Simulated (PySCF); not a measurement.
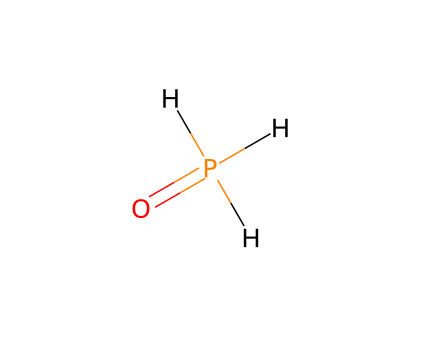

Source: calculation with PySCF.

A structural formula.

Question: Give its SMILES.

Answer: O=[PH3]

Question: What is the molecular formula?

Answer: H3OP.

Question: An optimisation with PBE0-D3(BJ)/def2-SVP gave a structure of which point group?

Answer: C3v.
